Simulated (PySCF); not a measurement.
```yaml
atoms:
  - { symbol: Si, position_ang: [-0.3467, 2.3047, -0.4669] }
  - { symbol: Si, position_ang: [-0.0035, 0.0239, -0.0374] }
  - { symbol: Si, position_ang: [-1.7759, -1.3439, -0.7343] }
  - { symbol: Si, position_ang: [2.1172, -0.7458, -0.6752] }
  - { symbol: C, position_ang: [-0.0185, -0.0744, 1.8995] }
  - { symbol: Cl, position_ang: [0.2335, -1.7670, 2.4181] }
  - { symbol: H, position_ang: [-0.3590, 2.5347, -1.9125] }
  - { symbol: H, position_ang: [0.6921, 3.1806, 0.0838] }
  - { symbol: H, position_ang: [-1.6158, 2.8267, 0.0493] }
  - { symbol: H, position_ang: [-1.6033, -2.7610, -0.4153] }
  - { symbol: H, position_ang: [-1.9076, -1.2459, -2.1910] }
  - { symbol: H, position_ang: [-3.0664, -0.9382, -0.1677] }
  - { symbol: H, position_ang: [2.3690, -2.1504, -0.3522] }
  - { symbol: H, position_ang: [2.2565, -0.6083, -2.1283] }
  - { symbol: H, position_ang: [3.2091, 0.0275, -0.0741] }
  - { symbol: H, position_ang: [-0.9650, 0.2420, 2.3334] }
  - { symbol: H, position_ang: [0.7773, 0.5068, 2.3609] }
```

Geometry: GFN2-xTB.

Theory: CAM-B3LYP/def2-SVPD, SCF density, gas phase (PySCF).

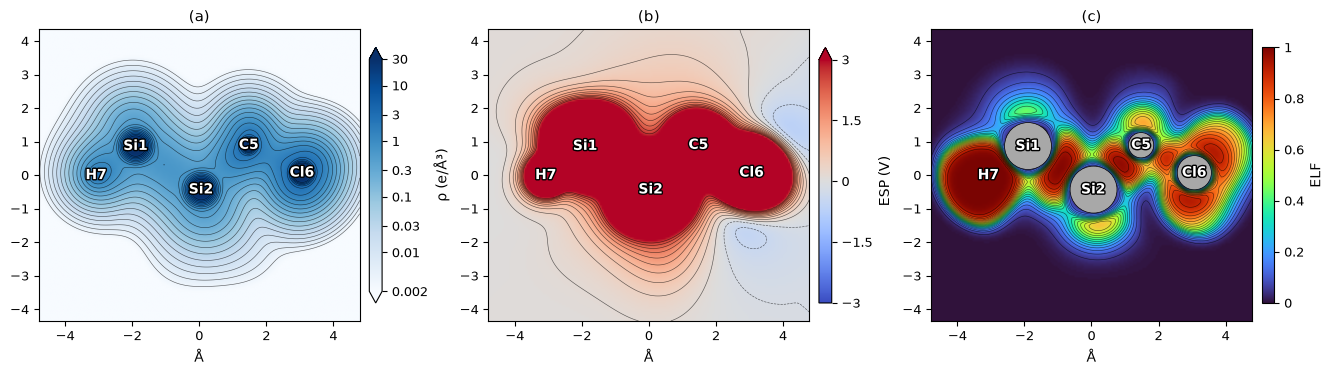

CH₁₁ClSi₄. (a) electron density; (b) electrostatic potential; (c) electron localisation function on the plane of atoms Si2, C5 and Cl6. Grey discs cover the atomic cores in the ELF map.

Describe what can be read from this map.

Answer. The section cuts through Si, C, Cl and H sites. C–Cl (1.79 Å): ρ is about 1.3 e/Å³ halfway; the ELF peaks at about 0.90 between the atoms (a shared electron pair). C–Si (1.94 Å): ρ is about 0.88 e/Å³ halfway; the ELF peaks at about 1 between the atoms; localised, covalent bonding. Si–Si (2.35 Å): ρ at the midpoint is about 0.64 e/Å³; the ELF peaks at about 1 between the atoms (a shared electron pair). Si–H (1.46 Å): ρ at the midpoint is about 0.79 e/Å³; the ELF climbs to about 1 towards the hydrogen, as it does in any bond to H. The ELF also peaks beside Cl6, away from the bonds: lone-pair regions. Outside the dense part of the molecule the potential is most negative (−0.7 V) near Cl6.
